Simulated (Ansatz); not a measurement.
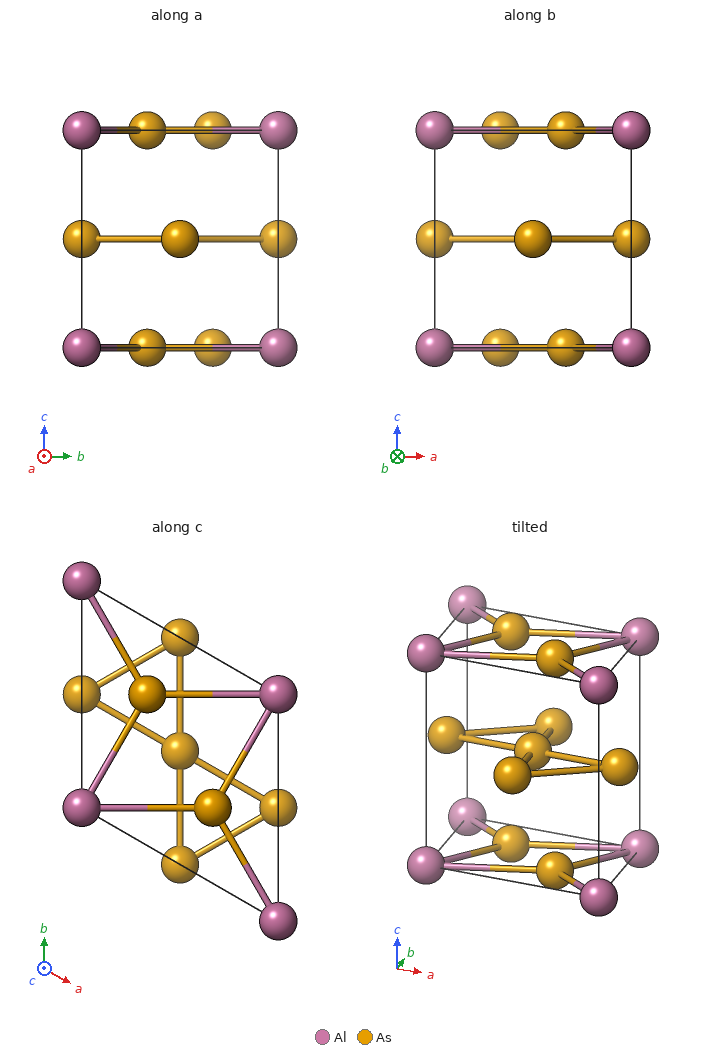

Ball-and-stick representation of a periodic structure, projected along the a axis, along the b axis, along the c axis and slightly off an axis. The lines enclose the conventional unit cell; boundary atoms appear with their images.

Lattice parameters: a = 5.364 Å, b = 5.364 Å, c = 5.139 Å, α = 90.00°, β = 90.00°, γ = 120.00°. Put a along x and b in the xy plane.

Q: From the views, write a POSCAR file.

A:
```
Al As
1.0
     5.364    0.000    0.000
    -2.682    4.645    0.000
     0.000    0.000    5.139
Al As
1 5
Direct
  0.0000 0.0000 0.0000
  0.3333 0.6667 0.0000
  0.6667 0.3333 0.0000
  0.5000 0.0000 0.5000
  0.5000 0.5000 0.5000
  0.0000 0.5000 0.5000
```

It derives from a structure type filled with these elements by a generator (whether the compound takes this form wasn't checked). Earlier steps of the study may have refined or changed the cell and positions. It was the input of a calculation with Ansatz.
